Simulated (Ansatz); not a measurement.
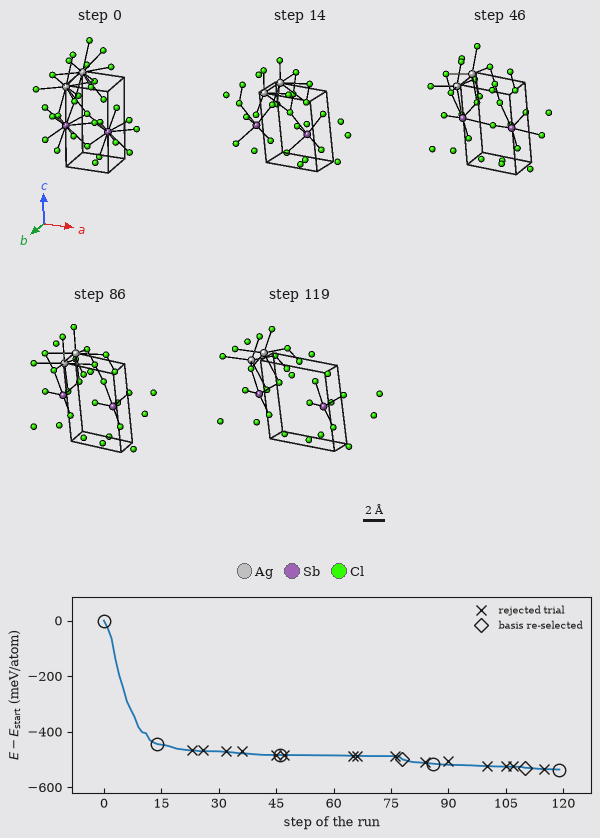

Frames of a relaxation of crystalline AgSbCl$_{6}$ (built on the AlSiNi6-123 type type), marked on the history of the run. Style: ball-and-stick. Shown: the cell of the calculation, from a free direction.

Case: shaken.

All numbers below come from DFT, PBEsol, plane waves, PAW (Ansatz 0.2.0).

The input:
```yaml
crystal:
  lattice:
    - [4.4522494032, 0.024398754, -0.0261609355]
    - [0.024398754, 4.4315686776, 0.0414133864]
    - [-0.0502110114, 0.0794852315, 8.5282673043]
  atoms:
    - { symbol: Ag, position: [0.0138704344, 0.0031002649, -0.0144660209] }
    - { symbol: Sb, position: [-0.0037123191, -0.0111957943, 0.5037794882] }
    - { symbol: Cl, position: [0.5032954388, 0.517773029, 0.0034470648] }
    - { symbol: Cl, position: [0.4902243838, 0.5093168421, 0.4917883885] }
    - { symbol: Cl, position: [0.499113367, -0.0261091102, 0.286578252] }
    - { symbol: Cl, position: [0.5100380933, 0.003230588, 0.6901986296] }
    - { symbol: Cl, position: [-0.0126113922, 0.5024514356, 0.2866574172] }
    - { symbol: Cl, position: [0.0176081324, 0.5085486687, 0.7168882237] }
kpoints:
  mp_grid: { grid: [4, 4, 2] }
hamiltonian:
  xc: pbesol
scf:
  occupations: { method: fermi_dirac, width: 0.05 }
relax:
  f_tol: 0.01
  cell: {}
  max_steps: 120
```

Run as
```bash
ansatz run input.yaml --threads 4 --pin off --max-ram 4608MiB --backend cpu --events-out ev --progress --plain --runs-dir out
```

### What happens along the run?

The relaxation stopped without meeting its thresholds, so the last structure isn't shown to be converged. The atom that moves furthest relative to the cell is Cl6 (2.14 Å roughly along [2 −2 1]). Largest moves by element: Cl 2.14 Å, Ag 1.08 Å, Sb 1.06 Å. The drawn cell changes as follows: a 4.452 → 6.912 Å (+55.2 %), b 4.432 → 4.203 Å (−5.2 %), c 8.529 → 8.724 Å (+2.3 %), α 88.9° → 71.5°, β 90.7° → 94.7°, γ 89.4° → 83.2°; the volume changes by +40.7 %. Some distances before and after: Sb2–Cl6 2.772 → 6.531 Å, Ag1–Cl6 3.370 → 6.583 Å, Ag1–Cl6 (another image) 5.501 → 2.489 Å, Sb2–Cl5 2.872 → 5.089 Å. New bonds form, among them: Ag1–Cl6 (3.35 → 2.59 Å), Ag1–Cl6 (5.50 → 2.49 Å), Cl3–Cl5 (3.38 → 2.05 Å). Bonds break, among them: Sb2–Cl5 (2.87 → 5.09 Å), Sb2–Cl6 (2.77 → 6.53 Å), Sb2–Cl7 (2.91 → 3.86 Å). Among the angles between lasting bonds that change: Cl6–Sb2–Cl7 113.2° → 164.5°, Cl6–Sb2–Cl8 69.8° → 84.5°, Cl7–Sb2–Cl8 81.2° → 84.1°. The space group stays P1 (No. 1). The energy falls by 536 meV per atom in 102 accepted moves (119 points after the start). The largest force component goes from 0.54 to 0.052 eV/Å. Pressure: 1.58 GPa at the start and 0.11 GPa at the end. The line search rejected the trial steps at points 23, 26, 32, 36, 45, 47, 65, 66 and more of the run. The SCF was repeated twice at an unchanged geometry on a basis and grid sized afresh for the cell, which shifted the energy by 11.9 meV per atom at most. From step 0 to 14: Sb2 moves most (1.44 Å), volume +18.7 %, energy −445 meV per atom. From step 14 to 46: Cl6 moves most (1.07 Å), volume +11.0 %, energy −39.2 meV per atom. From step 46 to 86: Ag1 moves most (0.58 Å), volume +1.5 %, energy −31.1 meV per atom. From step 86 to 119: Ag1 moves most (1.10 Å), volume +5.2 %, energy −21.0 meV per atom.

| step | E − E(0), meV/atom | largest force component, eV/Å | pressure, GPa | volume, Å³/atom | note |
| --- | --- | --- | --- | --- | --- |
| 0 | 0.00 | 0.5441 | 1.58 | 21.030 |  |
| 1 | -27.28 | 0.4021 | -0.59 | 21.597 |  |
| 2 | -64.26 | 0.9239 | -1.36 | 22.018 |  |
| 3 | -138.13 | 1.1933 | -0.45 | 22.252 |  |
| 4 | -196.96 | 1.2620 | 2.25 | 22.426 |  |
| 5 | -240.92 | 0.6513 | 2.78 | 22.561 |  |
| 6 | -290.61 | 0.4844 | 0.97 | 23.698 |  |
| 7 | -319.60 | 0.6663 | 1.01 | 24.492 |  |
| 8 | -346.69 | 0.8845 | -0.19 | 25.209 |  |
| 9 | -382.99 | 0.5428 | 0.22 | 25.227 |  |
| 10 | -401.82 | 0.5896 | 0.98 | 25.517 |  |
| 16 | -448.60 | 0.1224 | 0.05 | 25.080 |  |
| 21 | -464.58 | 0.1653 | 0.03 | 25.465 |  |
| 27 | -470.13 | 0.0750 | -0.06 | 25.591 |  |
| 33 | -473.73 | 0.1634 | 0.07 | 26.077 |  |
| 39 | -480.91 | 0.0869 | -0.01 | 27.174 |  |
| 44 | -483.54 | 0.0611 | -0.03 | 27.641 |  |
| 50 | -484.07 | 0.0194 | -0.01 | 27.648 |  |
| 56 | -484.74 | 0.0387 | -0.04 | 27.333 |  |
| 62 | -485.55 | 0.0471 | -0.12 | 26.727 |  |
| 67 | -487.07 | 0.0340 | 0.00 | 26.942 |  |
| 73 | -487.64 | 0.0131 | 0.01 | 27.524 |  |
| 79 | -503.40 | 0.1059 | 0.39 | 28.066 |  |
| 85 | -513.81 | 0.0617 | -0.03 | 28.331 |  |
| 90 | -505.35 | 0.4962 | 0.45 | 28.331 | rejected |
| 96 | -520.89 | 0.2213 | 0.19 | 28.919 |  |
| 102 | -524.78 | 0.0612 | 0.06 | 28.543 |  |
| 108 | -526.11 | 0.0136 | -0.02 | 28.337 |  |
| 113 | -532.73 | 0.0881 | 0.03 | 29.245 |  |
| 119 | -535.88 | 0.0516 | 0.11 | 29.596 |  |

Limits of the set-up: layers or molecules are held without a dispersion correction, so their spacing is unreliable.
